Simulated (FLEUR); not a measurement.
Band structure of TiZn (Pm-3m, 2 atoms in the cell).

```xyz
2
Lattice="3.1237 0.0000 0.0000 0.0000 3.1237 0.0000 0.0000 0.0000 3.1237" Properties=species:S:1:pos:R:3 pbc="T T T"
Ti     1.5619     1.5619     1.5619
Zn     0.0000     0.0000     0.0000
```

Method of the run: FLEUR with PBEsol, all-electron FLAPW (FLEUR), scalar-relativistic valence.

Settings: Kmax = 4.3 1/bohr; GmaxXC = 15 1/bohr; xcFunctional = PBEs; jspins = 1; l_soc = F; mode = hist; fermiSmearingEnergy = 0.00367493 Htr; mesh (inpgen div1-3) = 7 7 7; inpgen gamma flag = false; Gmax = 15 1/bohr; numbands = 0; maxIterBroyd = 15; imix = Anderson; alpha = 0.05.

The starting cell comes from a database of computed structures (which also holds hypothetical and non-ambient phases and stackings), without a prior relaxation at this level. Spin polarisation is off. Values depend on the basis (sphere radii, cutoffs, local orbitals), which need not be converged.

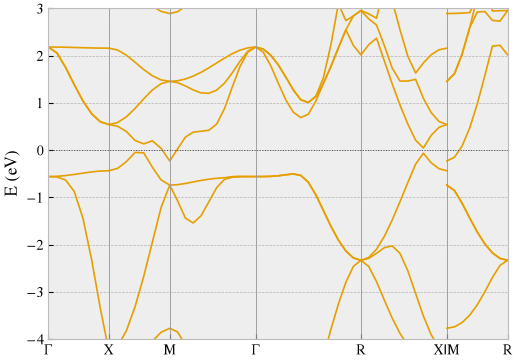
Fig. 1. Bands along the path, energies from the Fermi level.

Levels in eV from the Fermi level, bands 9 to 16:
```
point      9     10     11     12     13    14    15    16
-----  -----  -----  -----  -----  -----  ----  ----  ----
Γ      -6.88  -6.88  -0.56  -0.56   2.18  2.18  2.18  6.33
X      -6.83  -4.55  -4.27  -0.44   0.54  0.54  2.16  3.32
M      -6.62  -3.77  -0.74  -0.74  -0.23  1.46  1.46  2.89
R      -6.61  -2.33  -2.33  -2.33   2.02  2.95  2.95  5.67
```
